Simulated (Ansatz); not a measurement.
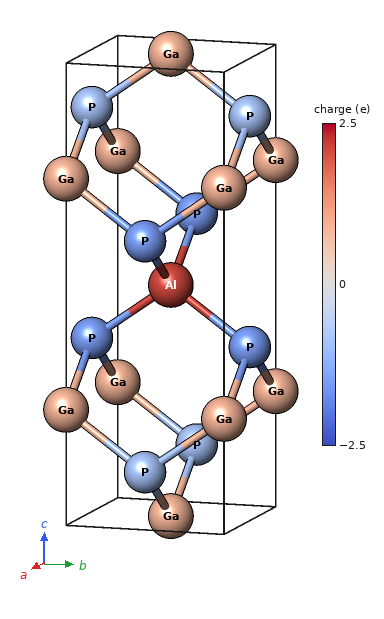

This ball-and-stick model is shown slightly off an axis. Lines trace the edges of the simulation cell. The atoms of this AlGa₃P₄ cell are coloured by their Bader charge.

Calculation details: Ansatz 0.2.0, DFT PBE, scalar-relativistic, plane waves, PAW; E_cut = 420 eV, an 8×8×4 k-point mesh, Gaussian smearing of 0.02 eV, no spin polarisation.

Who donates electrons here and who accepts them?

Most positive: Al; most negative: P. Charges: about Al +2.1 e; Ga +0.8 e; P -1.5 to -0.8 e. The transfer is large, as in an ionic solid.

It goes back to a structure type filled with these elements by a generator (whether the compound takes this form wasn't checked). Earlier steps of the study, as a rule a relaxation of our own, may have changed the cell and positions, so they can lie some per cent off the listed ones. It was the input of a calculation with Ansatz.
